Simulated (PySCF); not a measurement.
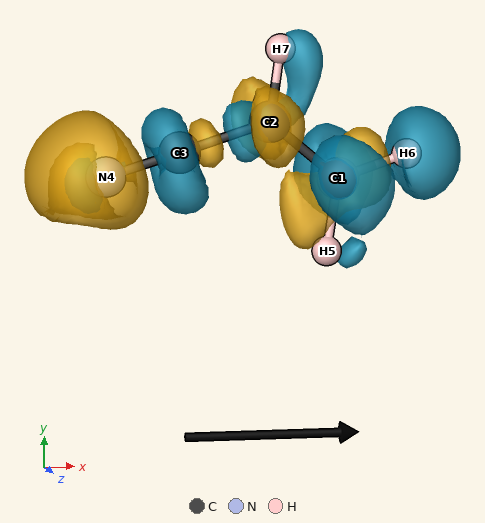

Figure. C3H3N, SMILES `C=CC#N`. Change of the electron density in a uniform field of 0.26 V/Å along +x (arrow), surfaces at ±0.003 e/Å³ (yellow: gain, teal: loss).

Computed with PySCF, BP86/def2-TZVP, geometry: GFN2-xTB. No frequency check shows the geometry to be a minimum. A basis without diffuse functions makes polarisabilities too small.

Input script:

```python
import numpy as np
from pyscf import gto, scf, dft
from pyscf.scf import atom_ks, atom_hf
from scipy.linalg import block_diag

def solve(mol, dm0=None, hcore=None):
    mf = (dft.UKS if mol.spin else dft.RKS)(mol, xc='bp86')
    mf.grids.level = 3
    mf = mf.density_fit(auxbasis='def2-universal-jkfit')
    mf.conv_tol, mf.max_cycle = 1e-8, 80
    if hcore is not None:
        mf.get_hcore = lambda *args: hcore
    mf.kernel(dm0)
    if not mf.converged:
        mf = mf.newton().run(mf.mo_coeff, mf.mo_occ, max_cycle=30)
    assert mf.converged, 'SCF not converged'
    return mf

mol = gto.M(atom='''
C      1.58654    -0.35619     0.00000
C      0.57704     0.50649     0.00000
C     -0.77267     0.09480     0.00000
N     -1.87230    -0.22913     0.00000
H      1.41936    -1.42087     0.00000
H      2.61078    -0.02401     0.00000
H      0.73055     1.57825     0.00000
''', basis='def2-tzvp', charge=0, spin=0, verbose=4)
field = np.array([0.005, 0.0, 0.0])  # atomic units
mol.set_common_orig(mol.atom_charges() @ mol.atom_coords() / mol.atom_charges().sum())
mf = solve(mol)
out = dict(dm0=mf.make_rdm1(), d0=mf.dip_moment(unit='AU'), e0=mf.e_tot)
for name, sign in (('p', 1), ('m', -1)):
    h = mf.get_hcore() + sign * np.einsum('x,xij->ij', field, mol.intor('int1e_r'))
    mi = solve(mol, mf.make_rdm1(), h)
    out.update({'dm' + name: mi.make_rdm1(), 'd' + name: mi.dip_moment(unit='AU'), 'e' + name: mi.e_tot})
# spherically averaged free atoms, for the promolecule
atm = atom_ks.get_atm_nrks(mol, xc='bp86')
pro = block_diag(*[(atm[a[0]][2] * atm[a[0]][3]) @ atm[a[0]][2].T for a in mol._atom])
np.savez('result.npz', pro=pro, **out)
```

Command:

```sh
OMP_NUM_THREADS=1 python input.py
```

The run took 34 s on 1 thread of Arm Neoverse V1 (shared host), peak memory 0.5 GiB.

Partitions, critical points and surface values were worked out afterwards from this run's density.

How large is the response?

The induced dipole is 0.78 D (along the field); α along this axis, from the fields in both directions, is 62 bohr³ (9.2 Å³).

Which atoms gain and lose the most charge?

Electrons gather most on N4 (Hirshfeld charge changes by −0.031 e) and leave C1 most (+0.016 e); 0.060 electrons are displaced in all.
